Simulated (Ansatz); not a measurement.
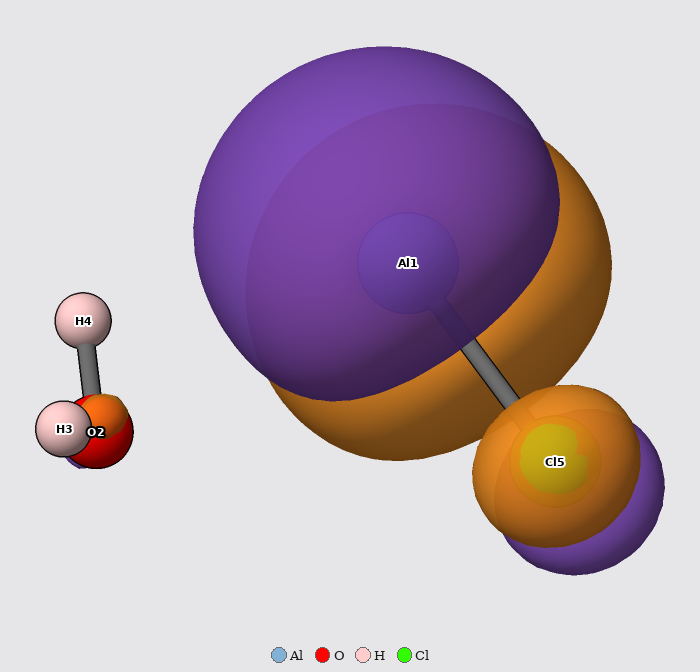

*AlCl···H2O. One frontier orbital at ±0.1 Å⁻³ᐟ² (orange and purple are the two phases), seen at an oblique angle.*

Not at a stationary point (largest force 1.0 eV/Å).

These are results of RKS r2SCANh-D4/def2-SVP in Ansatz, not measurements.

```yaml
atoms:
  - { symbol: Al, position_ang: [-0.1693, -0.4390, -1.1381] }
  - { symbol: O, position_ang: [1.1069, 0.3225, 1.4329] }
  - { symbol: H, position_ang: [0.8904, -0.3814, 2.0585] }
  - { symbol: H, position_ang: [1.7544, -0.0969, 0.8236] }
  - { symbol: Cl, position_ang: [-2.1365, 0.3133, -0.6946] }
```

Question: Which orbital is it: HOMO or LUMO?

Answer: The LUMO, at −1.75 eV. Its weight (Hirshfeld) is mainly on Al1 (about 85 %) and Cl5 (about 10 %).
